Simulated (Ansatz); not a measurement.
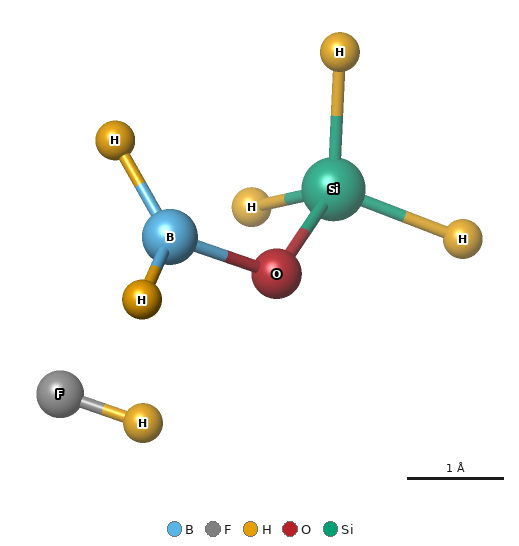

**Figure 1.** The structure as given in the input (ball-and-stick view, seen at a tilt). Bond lengths as drawn: B–H 1.20 Å, B–O 1.39 Å, F–H 0.93 Å, H–Si 1.48 to 1.49 Å and O–Si 1.68 Å.

**Geometry relaxation, with input and output: BSiH6OF**

The run: geometry relaxation of BSiH6OF. Method and program: RKS PBE0-D4/6-31G* (Ansatz 0.2.0).

It belongs to a series of runs on one base structure; here: end point B relaxed.

The input:
```yaml
crystal:
  periodic: [false, false, false]
  atoms:
    - { symbol: B, position_ang: [0.097411, -0.347466, -0.390554] }
    - { symbol: F, position_ang: [-0.367485, -0.200108, 2.081222] }
    - { symbol: H, position_ang: [0.981956, 0.450086, -0.277483] }
    - { symbol: H, position_ang: [-0.979025, -0.064068, -0.843583] }
    - { symbol: O, position_ang: [0.390186, -1.667593, -0.083389] }
    - { symbol: Si, position_ang: [-0.715384, -2.915801, -0.300871] }
    - { symbol: H, position_ang: [0.050839, -4.181506, -0.194585] }
    - { symbol: H, position_ang: [-1.755294, -2.873145, 0.760376] }
    - { symbol: H, position_ang: [-1.35215, -2.810948, -1.639606] }
    - { symbol: H, position_ang: [0.301646, -0.836952, 1.960774] }
basis:
  gaussian: { orbitals: "6-31G*" }
hamiltonian:
  xc: pbe0
  dispersion: d4
relax:
  f_tol: 0.03
  max_steps: 50
output:
  orbitals: {}
```

Launched with:
```bash
ansatz run input.yaml --threads 1 --pin off --max-ram 2048MiB --backend cpu --events-out ev --progress --plain --runs-dir out
```

The program's output:
```
The last accepted step is kept in [file] (removed where the run ends without a failure and the disk answers)
Engine: ansatz 0.2.0, x86_64-unknown-linux-gnu
Functional definition: PBE0
  parameter a = 0.25
  parameter kappa = 0.804
  parameter beta = 0.06672455060314922
  exchange = (1 - a)*pbe_x(kappa = kappa, mu = beta*pi^2/3) + a*exact_x
  correlation = pbe_c(beta = beta)
813 factors; integrals over basis functions are off by at most 6.6e-4 eV
mean field evaluation 1: about -13403.2453 eV, gradient 4.7e1 eV
mean field evaluation 2: about -13397.8657 eV, gradient 7.2e1 eV
mean field evaluation 4: about -13406.7970 eV, gradient 2.9e0 eV
mean field evaluation 8: about -13406.8273 eV, gradient 8.0e-2 eV
mean field -13406.82733472 eV, -492.6918170768 hartree, gradient 5.9e-5 eV, S^2 0.000000; 0 other end points of the search recorded, 0 dependent functions left out
the calculation of the forces begins
reference -13406.82735910 eV, -492.6918179730 hartree; 21, 21 occupied and 55, 55 virtual orbitals, 813 factors
relax step   1: F+E_penalty+E_count = -13406.95762992 eV  Δ(F+E_penalty+E_count) = +0.000e0 eV  max|allowed force component| = 7.293e-1 eV/Å  Δτ_max = 0.0000 Å  (23 SCF iters, accepted)
these checks for a lower state are left out or cut short: starts, cluster_reference, orbital_swaps, neighbouring_geometries, increment
813 factors; integrals over basis functions are off by at most 6.6e-4 eV
mean field evaluation 16: about -13406.7804 eV, gradient 3.3e0 eV
mean field -13406.83632146 eV, -492.6921473334 hartree, gradient 8.4e-5 eV, S^2 0.000000; 0 other end points of the search recorded, 0 dependent functions left out
[... from here on the field's lines of each further geometry are left out, up to the last ...]
relax step   2: F+E_penalty+E_count = -13406.96735101 eV  Δ(F+E_penalty+E_count) = -9.721e-3 eV  max|allowed force component| = 2.720e-1 eV/Å  Δτ_max = 0.1073 Å  (25 SCF iters, accepted)
relax step   3: F+E_penalty+E_count = -13406.96806086 eV  Δ(F+E_penalty+E_count) = -7.098e-4 eV  max|allowed force component| = 2.334e-1 eV/Å  Δτ_max = 0.0562 Å  (25 SCF iters, accepted)
relax step   4: F+E_penalty+E_count = -13406.97021776 eV  Δ(F+E_penalty+E_count) = -2.157e-3 eV  max|allowed force component| = 1.180e-1 eV/Å  Δτ_max = 0.0252 Å  (26 SCF iters, accepted)
relax step   5: F+E_penalty+E_count = -13406.97123963 eV  Δ(F+E_penalty+E_count) = -1.022e-3 eV  max|allowed force component| = 5.861e-2 eV/Å  Δτ_max = 0.0232 Å  (25 SCF iters, accepted)
relax step   6: F+E_penalty+E_count = -13406.97277347 eV  Δ(F+E_penalty+E_count) = -1.534e-3 eV  max|allowed force component| = 4.204e-2 eV/Å  Δτ_max = 0.0492 Å  (25 SCF iters, accepted)
relax step   7: F+E_penalty+E_count = -13406.97423504 eV  Δ(F+E_penalty+E_count) = -1.462e-3 eV  max|allowed force component| = 1.052e-1 eV/Å  Δτ_max = 0.0553 Å  (26 SCF iters, accepted)
relax step   8: F+E_penalty+E_count = -13406.97445692 eV  Δ(F+E_penalty+E_count) = -2.219e-4 eV  max|allowed force component| = 1.122e-1 eV/Å  Δτ_max = 0.0046 Å  (21 SCF iters, accepted)
relax step   9: F+E_penalty+E_count = -13406.95754615 eV  Δ(F+E_penalty+E_count) = +1.691e-2 eV  max|allowed force component| = 8.984e-1 eV/Å  Δτ_max = 0.1952 Å  (29 SCF iters, rejected (line search))
relax step  10: F+E_penalty+E_count = -13406.97807192 eV  Δ(F+E_penalty+E_count) = -3.615e-3 eV  max|allowed force component| = 1.006e-1 eV/Å  Δτ_max = 0.0969 Å  (25 SCF iters, accepted)
relax step  11: F+E_penalty+E_count = -13406.97196196 eV  Δ(F+E_penalty+E_count) = +6.110e-3 eV  max|allowed force component| = 4.546e-1 eV/Å  Δτ_max = 0.0972 Å  (26 SCF iters, rejected (line search))
relax step  12: F+E_penalty+E_count = -13406.98088905 eV  Δ(F+E_penalty+E_count) = -2.817e-3 eV  max|allowed force component| = 1.105e-1 eV/Å  Δτ_max = 0.0474 Å  (26 SCF iters, accepted)
relax step  13: F+E_penalty+E_count = -13406.98322427 eV  Δ(F+E_penalty+E_count) = -2.335e-3 eV  max|allowed force component| = 1.477e-1 eV/Å  Δτ_max = 0.0498 Å  (25 SCF iters, accepted)
relax step  14: F+E_penalty+E_count = -13406.98655083 eV  Δ(F+E_penalty+E_count) = -3.327e-3 eV  max|allowed force component| = 2.220e-1 eV/Å  Δτ_max = 0.0733 Å  (24 SCF iters, accepted)
relax step  15: F+E_penalty+E_count = -13406.98996195 eV  Δ(F+E_penalty+E_count) = -3.411e-3 eV  max|allowed force component| = 4.176e-1 eV/Å  Δτ_max = 0.1082 Å  (28 SCF iters, accepted)
relax step  16: F+E_penalty+E_count = -13406.99359573 eV  Δ(F+E_penalty+E_count) = -3.634e-3 eV  max|allowed force component| = 4.910e-1 eV/Å  Δτ_max = 0.0928 Å  (24 SCF iters, accepted)
relax step  17: F+E_penalty+E_count = -13407.01623543 eV  Δ(F+E_penalty+E_count) = -2.264e-2 eV  max|allowed force component| = 1.374e-1 eV/Å  Δτ_max = 0.1994 Å  (27 SCF iters, accepted)
relax step  18: F+E_penalty+E_count = -13407.03551277 eV  Δ(F+E_penalty+E_count) = -1.928e-2 eV  max|allowed force component| = 2.787e-1 eV/Å  Δτ_max = 0.1995 Å  (28 SCF iters, accepted)
relax step  19: F+E_penalty+E_count = -13407.03909687 eV  Δ(F+E_penalty+E_count) = -3.584e-3 eV  max|allowed force component| = 1.179e0 eV/Å  Δτ_max = 0.1935 Å  (27 SCF iters, accepted)
relax step  20: F+E_penalty+E_count = -13407.05975847 eV  Δ(F+E_penalty+E_count) = -2.066e-2 eV  max|allowed force component| = 6.958e-1 eV/Å  Δτ_max = 0.1316 Å  (27 SCF iters, accepted)
relax step  21: F+E_penalty+E_count = -13407.07533042 eV  Δ(F+E_penalty+E_count) = -1.557e-2 eV  max|allowed force component| = 4.344e-1 eV/Å  Δτ_max = 0.1169 Å  (24 SCF iters, accepted)
relax step  22: F+E_penalty+E_count = -13407.08262379 eV  Δ(F+E_penalty+E_count) = -7.293e-3 eV  max|allowed force component| = 9.024e-1 eV/Å  Δτ_max = 0.1911 Å  (26 SCF iters, accepted)
relax step  23: F+E_penalty+E_count = -13407.10251589 eV  Δ(F+E_penalty+E_count) = -1.989e-2 eV  max|allowed force component| = 1.060e-1 eV/Å  Δτ_max = 0.1147 Å  (27 SCF iters, accepted)
relax step  24: F+E_penalty+E_count = -13407.10460216 eV  Δ(F+E_penalty+E_count) = -2.086e-3 eV  max|allowed force component| = 8.865e-2 eV/Å  Δτ_max = 0.0556 Å  (24 SCF iters, accepted)
relax step  25: F+E_penalty+E_count = -13407.10514875 eV  Δ(F+E_penalty+E_count) = -5.466e-4 eV  max|allowed force component| = 9.887e-2 eV/Å  Δτ_max = 0.0653 Å  (24 SCF iters, accepted)
relax step  26: F+E_penalty+E_count = -13407.10578927 eV  Δ(F+E_penalty+E_count) = -6.405e-4 eV  max|allowed force component| = 7.951e-2 eV/Å  Δτ_max = 0.0169 Å  (26 SCF iters, accepted)
the calculation of the forces begins
reference -13406.97775720 eV, -492.6973450012 hartree; 21, 21 occupied and 55, 55 virtual orbitals, 813 factors
relax step  27: F+E_penalty+E_count = -13407.10612628 eV  Δ(F+E_penalty+E_count) = -3.370e-4 eV  max|allowed force component| = 2.229e-2 eV/Å  Δτ_max = 0.0141 Å  (22 SCF iters, accepted)
```

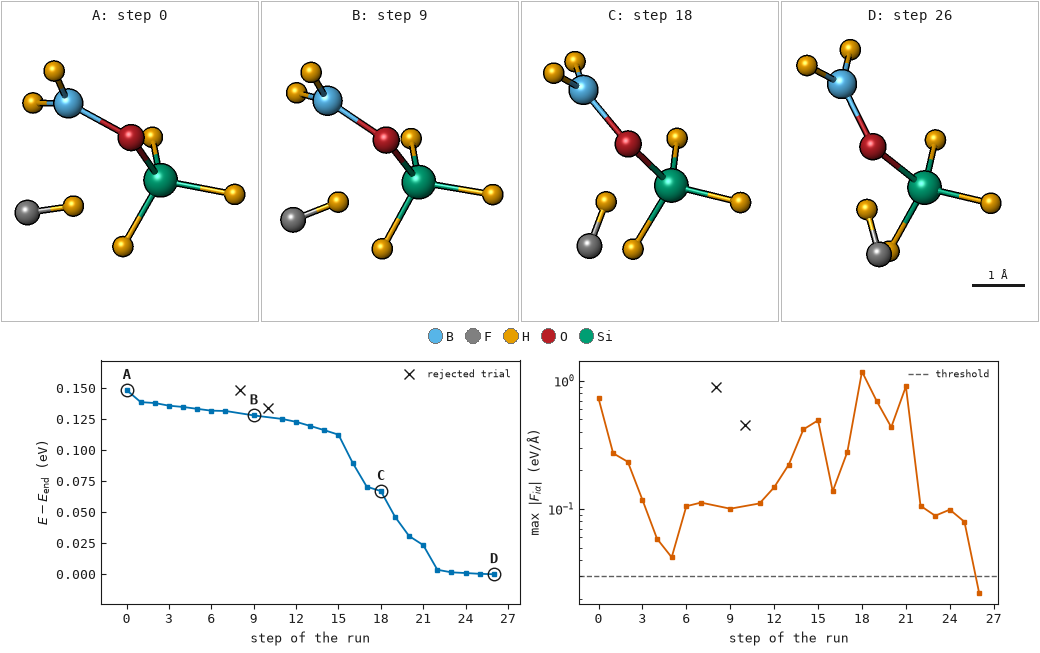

**Figure 2.** Frames of the relaxation (ball-and-stick view, seen at a tilt) above the curves, on which the letters mark them (the first geometry is step 0 here and step 1 in the log).

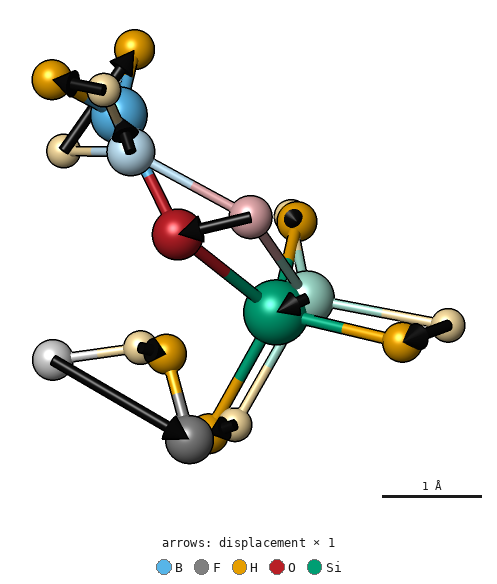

**Figure 3.** Start (faint) and end (solid) with the displacements as black arrows, at true length (ball-and-stick view, seen at a tilt). The two geometries are laid on each other by the best rigid fit. F2 moves most after the best rigid fit: 1.64 Å. Largest moves by element: F 1.64 Å, H 1.28 Å, O 0.77 Å, B 0.45 Å, Si 0.36 Å. Among the contacts that change: B1–O5 1.387 → 1.358 Å, O5–Si6 1.682 → 1.701 Å, F2–H10 0.932 → 0.942 Å, Si6–H8 1.486 → 1.480 Å. Among the angles that change: B1–O5–Si6 122.6° → 128.7°, O5–Si6–H8 110.3° → 108.2°. Over 26 geometry steps the energy falls by 0.148 eV. The largest force component goes from 0.73 to 0.022 eV/Å. The line search rejected the trial steps at points 8, 10 (counted from 0) and went back. (Atoms are counted from 1 in the order of the input.)

```
813 factors; integrals over basis functions are off by at most 6.5e-4 eV
mean field -13406.97773300 eV, -492.6973441118 hartree, gradient 2.6e-5 eV, S^2 0.000000; 1 other end points of the search recorded, 0 dependent functions left out
the calculation of the forces begins
reference -13406.97775720 eV, -492.6973450012 hartree; 21, 21 occupied and 55, 55 virtual orbitals, 813 factors
Total energy: -13407.10615048 eV, -492.7020633672 hartree
Atom 0 at     0.022963    -0.152809    -0.793789 Å, force    -0.022293     0.001524     0.003187 eV/Å
Atom 1 at     0.238776    -1.629181     2.667636 Å, force     0.004702    -0.010554     0.012951 eV/Å
Atom 2 at     0.549730     0.861207    -0.432995 Å, force     0.007819    -0.003179     0.001147 eV/Å
Atom 3 at    -0.371266    -0.316505    -1.918062 Å, force     0.013173    -0.002825     0.008132 eV/Å
Atom 4 at    -0.128328    -1.139953     0.126228 Å, force    -0.002314    -0.006788    -0.016612 eV/Å
Atom 5 at    -0.842062    -2.672282    -0.063894 Å, force     0.001192     0.009814     0.001144 eV/Å
Atom 6 at     0.160223    -3.691099     0.319138 Å, force     0.000461    -0.001395     0.002568 eV/Å
Atom 7 at    -2.039334    -2.734820     0.804343 Å, force     0.006300    -0.001006     0.000388 eV/Å
Atom 8 at    -1.221978    -2.820596    -1.493386 Å, force    -0.002398     0.001393     0.000149 eV/Å
Atom 9 at     0.283975    -1.151462     1.857081 Å, force    -0.006641     0.013016    -0.013055 eV/Å
Dipole moment:    -0.133525    -0.068664    -0.476113 e Å
```

Trajectory as extended XYZ (Å, eV, eV/Å), 10 of the 27 frames kept, from step=1 to step=27:
```
10
Properties=species:S:1:pos:R:3:forces:R:3 step=1 energy=-13406.95763
B     0.0974   -0.3475   -0.3906    0.1668  -0.6896   0.1624
F    -0.3675   -0.2001    2.0812   -0.1387   0.1403   0.0058
H     0.9820    0.4501   -0.2775   -0.0017   0.0025   0.0285
H    -0.9790   -0.0641   -0.8436   -0.0053   0.0121   0.0012
O     0.3902   -1.6676   -0.0834   -0.1477   0.7293  -0.1297
Si   -0.7154   -2.9158   -0.3009   -0.0211  -0.0219   0.0120
H     0.0508   -4.1815   -0.1946    0.0053  -0.0116  -0.0028
H    -1.7553   -2.8731    0.7604    0.0038   0.0008   0.0022
H    -1.3521   -2.8109   -1.6396   -0.0014  -0.0058   0.0029
H     0.3016   -0.8370    1.9608    0.1400  -0.1561  -0.0824
10
Properties=species:S:1:pos:R:3:forces:R:3 step=4 energy=-13406.97022
B     0.1011   -0.3416   -0.3805    0.0266  -0.0019  -0.0046
F    -0.3633   -0.2374    2.0624    0.1177  -0.1155  -0.0160
H     0.9825    0.4579   -0.2523   -0.0071   0.0072   0.0026
H    -0.9675   -0.0557   -0.8520    0.0041   0.0046  -0.0139
O     0.3831   -1.6440   -0.0614    0.0014   0.0409  -0.0020
Si   -0.7135   -2.9034   -0.2787   -0.0409  -0.0647  -0.0042
H     0.0617   -4.1639   -0.1704    0.0039   0.0085  -0.0007
H    -1.7506   -2.8603    0.7845    0.0067   0.0000  -0.0006
H    -1.3488   -2.8021   -1.6178    0.0036   0.0028   0.0047
H     0.2681   -0.8968    1.8384   -0.1162   0.1180   0.0347
10
Properties=species:S:1:pos:R:3:forces:R:3 step=7 energy=-13406.97423
B     0.0994   -0.3351   -0.4174    0.0303   0.0114   0.0244
F    -0.3257   -0.2721    2.1620   -0.1022   0.0847   0.0587
H     0.9597    0.4782   -0.2399    0.0080  -0.0302  -0.0027
H    -0.9414   -0.0617   -0.9500   -0.0367   0.0091  -0.0375
O     0.3567   -1.6262   -0.0460    0.0096   0.0515   0.0147
Si   -0.7237   -2.9019   -0.2710   -0.0152  -0.0363  -0.0472
H     0.0677   -4.1509   -0.1591    0.0115   0.0006   0.0055
H    -1.7648   -2.8669    0.7845   -0.0207   0.0003   0.0276
H    -1.3491   -2.8071   -1.6162    0.0104   0.0094   0.0216
H     0.2739   -0.9040    1.8254    0.1052  -0.1005  -0.0651
10
Properties=species:S:1:pos:R:3:forces:R:3 step=10 energy=-13406.97807
B     0.0967   -0.3213   -0.4401    0.0539  -0.0248  -0.1001
F    -0.3055   -0.3333    2.2226    0.0840  -0.1006  -0.0449
H     0.9537    0.4906   -0.2391   -0.0355  -0.0128   0.0316
H    -0.9108   -0.0605   -1.0467    0.0248  -0.0136   0.0466
O     0.3324   -1.6025   -0.0231   -0.0536   0.0396   0.0073
Si   -0.7348   -2.8930   -0.2547    0.0153   0.0129  -0.0085
H     0.0754   -4.1311   -0.1537   -0.0001   0.0065   0.0007
H    -1.7711   -2.8741    0.8067   -0.0057  -0.0059   0.0060
H    -1.3615   -2.7870   -1.5974   -0.0002  -0.0011   0.0105
H     0.2782   -0.9352    1.7978   -0.0829   0.0998   0.0508
10
Properties=species:S:1:pos:R:3:forces:R:3 step=13 energy=-13406.98322
B     0.1007   -0.3157   -0.4770    0.0090  -0.0143   0.0035
F    -0.2888   -0.3981    2.2918    0.1477  -0.1422  -0.1096
H     0.9335    0.5079   -0.2232   -0.0428  -0.0269  -0.0168
H    -0.8778   -0.0722   -1.1373    0.0680  -0.0163   0.0194
O     0.3119   -1.5833   -0.0108   -0.0286   0.1013  -0.0224
Si   -0.7440   -2.8828   -0.2426   -0.0169  -0.0412  -0.0056
H     0.0783   -4.1132   -0.1475    0.0008   0.0065   0.0004
H    -1.7775   -2.8761    0.8213    0.0018   0.0015   0.0021
H    -1.3744   -2.7769   -1.5837    0.0034   0.0036   0.0101
H     0.2907   -0.9370    1.7814   -0.1424   0.1280   0.1188
10
Properties=species:S:1:pos:R:3:forces:R:3 step=15 energy=-13406.98996
B     0.0913   -0.2977   -0.5250    0.0219  -0.0612  -0.0724
F    -0.2365   -0.5125    2.4079    0.3867  -0.3141  -0.4157
H     0.8873    0.5451   -0.2184   -0.0785  -0.0209  -0.0072
H    -0.8118   -0.0972   -1.3045    0.1324  -0.0361   0.1139
O     0.2659   -1.5404    0.0173   -0.0781   0.1808  -0.0541
Si   -0.7603   -2.8645   -0.2229   -0.0182  -0.0554   0.0271
H     0.0880   -4.0765   -0.1196   -0.0019   0.0108   0.0003
H    -1.8008   -2.8747    0.8337    0.0079   0.0023  -0.0093
H    -1.3798   -2.7674   -1.5690    0.0028   0.0044  -0.0003
H     0.3095   -0.9618    1.7729   -0.3750   0.2894   0.4176
10
Properties=species:S:1:pos:R:3:forces:R:3 step=18 energy=-13407.03551
B     0.0532   -0.2289   -0.6320   -0.0721  -0.0512  -0.0753
F    -0.0166   -0.9057    2.5939    0.1400  -0.0910  -0.1967
H     0.7058    0.6878   -0.2255    0.0127   0.0031   0.0026
H    -0.6468   -0.1533   -1.6102    0.0616   0.0016   0.0486
O     0.1284   -1.4029    0.0528    0.0032   0.0599  -0.0727
Si   -0.7978   -2.8049   -0.1684   -0.0464  -0.0379  -0.0113
H     0.0999   -3.9552    0.0981   -0.0089   0.0445   0.0126
H    -1.9250   -2.7844    0.7917    0.0009  -0.0105  -0.0033
H    -1.3026   -2.8314   -1.5666    0.0311   0.0009   0.0168
H     0.3540   -1.0686    1.7384   -0.1220   0.0805   0.2787
10
Properties=species:S:1:pos:R:3:forces:R:3 step=21 energy=-13407.07533
B     0.0057   -0.1709   -0.7102    0.1147  -0.0739  -0.1440
F     0.1342   -1.2904    2.6667    0.1740   0.0162  -0.3713
H     0.6258    0.7775   -0.3222   -0.0495   0.0322   0.0100
H    -0.5697   -0.1893   -1.7694   -0.0076   0.0132   0.0973
O     0.0118   -1.2770    0.0785   -0.0500   0.0320  -0.0804
Si   -0.8246   -2.7420   -0.1211    0.0193  -0.0153   0.0714
H     0.1018   -3.8174    0.3073   -0.0246   0.0322  -0.0142
H    -2.0349   -2.7182    0.7324    0.0028   0.0016  -0.0232
H    -1.1902   -2.8869   -1.5551    0.0153   0.0127   0.0198
H     0.3930   -1.1330    1.7653   -0.1943  -0.0510   0.4344
10
Properties=species:S:1:pos:R:3:forces:R:3 step=24 energy=-13407.10460
B     0.0123   -0.1464   -0.7900   -0.0158  -0.0886  -0.0296
F     0.2356   -1.6158    2.6760   -0.0004  -0.0031  -0.0117
H     0.5761    0.8478   -0.4350   -0.0001   0.0362   0.0156
H    -0.4377   -0.2802   -1.8989    0.0203   0.0034   0.0434
O    -0.1049   -1.1542    0.1136   -0.0051   0.0200  -0.0091
Si   -0.8361   -2.6788   -0.0694    0.0066   0.0231   0.0037
H     0.1472   -3.7015    0.3507   -0.0048   0.0015   0.0040
H    -2.0532   -2.7140    0.7730    0.0101  -0.0056   0.0037
H    -1.1864   -2.8477   -1.5037   -0.0082   0.0066  -0.0092
H     0.2998   -1.1566    1.8560   -0.0027   0.0067  -0.0108
10
Properties=species:S:1:pos:R:3:forces:R:3 step=27 energy=-13407.10613
B     0.0230   -0.1528   -0.7938   -0.0223   0.0015   0.0032
F     0.2388   -1.6292    2.6676    0.0047  -0.0106   0.0130
H     0.5497    0.8612   -0.4330    0.0078  -0.0032   0.0011
H    -0.3713   -0.3165   -1.9181    0.0132  -0.0028   0.0081
O    -0.1283   -1.1400    0.1262   -0.0023  -0.0068  -0.0166
Si   -0.8421   -2.6723   -0.0639    0.0012   0.0098   0.0011
H     0.1602   -3.6911    0.3191    0.0005  -0.0014   0.0026
H    -2.0393   -2.7348    0.8043    0.0063  -0.0010   0.0004
H    -1.2220   -2.8206   -1.4934   -0.0024   0.0014   0.0001
H     0.2840   -1.1515    1.8571   -0.0066   0.0130  -0.0131
```

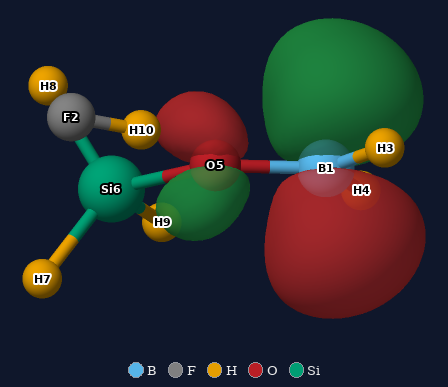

**Figure 4.** One frontier orbital at ±0.15 Å⁻³ᐟ² (green and red are the two phases), seen from the side. The LUMO, at −0.60 eV. By Hirshfeld shares it lies mainly on B1 (65 %) and O5 (15 %).

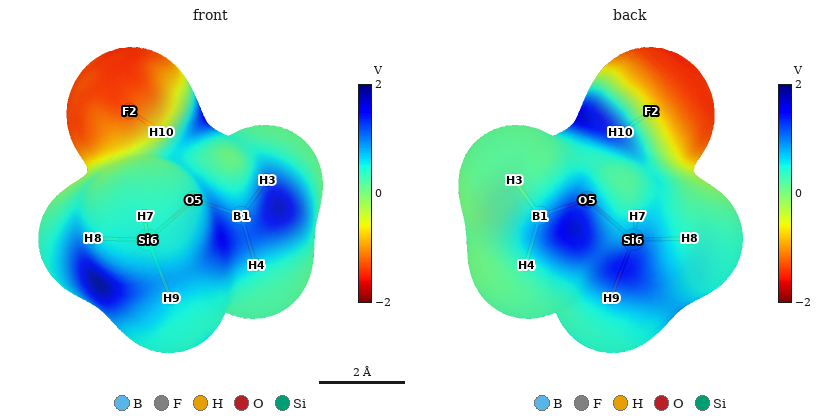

**Figure 5.** The molecular electrostatic potential painted on the density surface at 0.002 e/bohr³, seen at a tilt and from behind; the colour scale runs from red (negative) to blue (positive). A positive charge is drawn to the negative regions and a negative charge to the positive ones.

Summary:

- outcome: converged
- total energy: −13407.1062 eV
- mean-field energy: −13406.9778 eV
- largest force (length of the vector) at the end: 0.023 eV/Å
- hardware: 1 thread of Intel Xeon (Sapphire Rapids), 16 GiB of memory available, shared host
- wall time: 53 s
- peak memory: 0.16 GiB
